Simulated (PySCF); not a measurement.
# BLYP/def2-TZVPPD run of BCl (SMILES [B]Cl)

What is the vertical ionisation energy of BCl at BLYP/def2-TZVPPD? The job is set up through a Python script.

Program for the calculation: PySCF 2.14.0.

2 further runs of the same task are left out: 2 set aside as unsound or not needed.

**1. Starting point**

BCl: 2 atoms, total charge 0, spin state singlet. As SMILES, `[B]Cl`. Geometry: relaxed at GFN2-xTB.

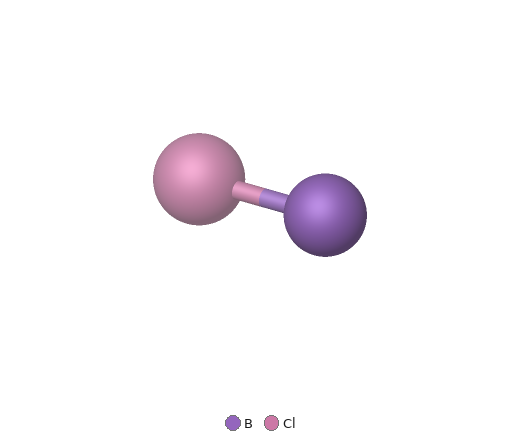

The structure, seen from a chosen angle (boron purple, chlorine pink).

**2. The energy at BLYP/def2-TZVPPD**

Input file input.py:

```python
from pyscf import gto, dft

mol = gto.M(
    atom='''
B      0.000000     0.000000     0.000000
Cl     0.000000     0.000000     2.982989
''',
    max_memory=1860,
    unit='bohr',
    verbose=3,
    basis='def2-tzvppd',
    charge=0,
)

calc0 = dft.RKS(mol)
calc0.xc = 'blyp'
calc0.grids.level = 5
calc0.conv_tol = 1e-10
calc0.kernel()
if not calc0.converged:
    calc0 = calc0.newton().run(calc0.mo_coeff, calc0.mo_occ)

e_final = calc0.e_tot
print('E(%s) = %.9f' % ('BLYP', e_final))
```

Started as:

```bash
OMP_NUM_THREADS=1 python input.py
```

The program printed:

```text
converged SCF energy = -484.982913046603
E(BLYP) = -484.982913047
```

It took 5.1 s on 1 thread of Arm Neoverse V1, shared host; peak memory 0.4 GiB.

**3. The doublet cation at the same level**

Input file calc.py:

```python
from pyscf import gto, dft

mol = gto.M(
    atom=[
    ('B', (0.000000, 0.000000, 0.000000)),
    ('Cl', (0.000000, 0.000000, 1.578530)),
],
    charge=1,
    spin=1,
    max_memory=1860,
    verbose=3,
    basis='def2-tzvppd',
)

mf = dft.UKS(mol)
mf.xc = 'blyp'
mf.grids.level = 5
mf.conv_tol = 1e-10
mf.kernel()
if not mf.converged:
    mf = mf.newton().run(mf.mo_coeff, mf.mo_occ)

e_final = mf.e_tot
print(f'total energy: {e_final:.8f} hartree')
```

Started as:

```bash
OMP_NUM_THREADS=1 python calc.py
```

The program printed:

```text
WARN: HOMO -0.234845298868795 >= LUMO -0.234845298868802

converged SCF energy = -484.638619262523  <S^2> = 0.75507145  2S+1 = 2.005065
total energy: -484.63861926 hartree
```

Wall time 9.3 s (1 thread of Arm Neoverse V1, shared host); peak memory 0.41 GiB.

**4. Outcome**

Level: BLYP/def2-TZVPPD.

| quantity | value |
| --- | --- |
| singlet BCl: total energy | -484.98291 Eh |
| singlet BCl: dipole moment | 2.55 D |
| singlet BCl: HOMO energy | -5.68 eV |
| singlet BCl: LUMO energy | -2.50 eV |
| singlet BCl: HOMO–LUMO gap | 3.17 eV |
| doublet cation: total energy | -484.63862 Eh |
| doublet cation: HOMO energy (highest over α and β) | -15.69 eV |
| doublet cation: LUMO energy (lowest over α and β) | -12.71 eV |
| doublet cation: ⟨S²⟩ | 0.755 |
| vertical ionisation energy (to the doublet cation) | 9.369 eV |

**Reading.** The vertical ionisation energy comes to 9.37 eV (216 kcal/mol). The negative HOMO energy of the first species, 5.68 eV, lies 3.69 eV below that difference.
